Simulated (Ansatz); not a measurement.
# Profile along the O–Sr line in SrO (rock salt)

SrO (rock salt)

```
CELL_PARAMETERS angstrom
      0.00000     2.57997     2.57997
      2.57997     0.00000     2.57997
      2.57997     2.57997     0.00000
ATOMIC_POSITIONS crystal
  O  0.00000 0.00000 0.00000
  Sr 0.50000 0.50000 0.50000
```

Fields along a shortest O–Sr line of a {100} plane (2.58 Å), from O to Sr, interpolated on the slice's grid (step about 0.2 Å). Computed with r2SCAN (plane waves to 500 eV, PAW, scalar-relativistic; Ansatz, a first-principles code). k mesh 11×11×11. Near the nuclei the fields are pseudised (PAW); where an atom keeps semicore shells as valence, they peak there. SrO was relaxed with its symmetry unable to fall.

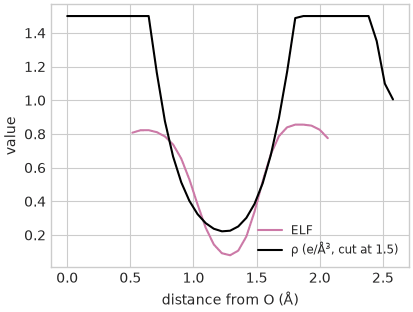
ELF (away from the nuclei) and valence density from O to Sr.

Density on the O–Sr line (2.58 Å) at its density minimum, 1.2 Å from O: 0.22 e/Å³. ELF at that point: 0.1. Character of the O–Sr contact (rough rule: ELF there above 0.7 covalent, below 0.2 ionic, polar between): closed-shell (ionic).
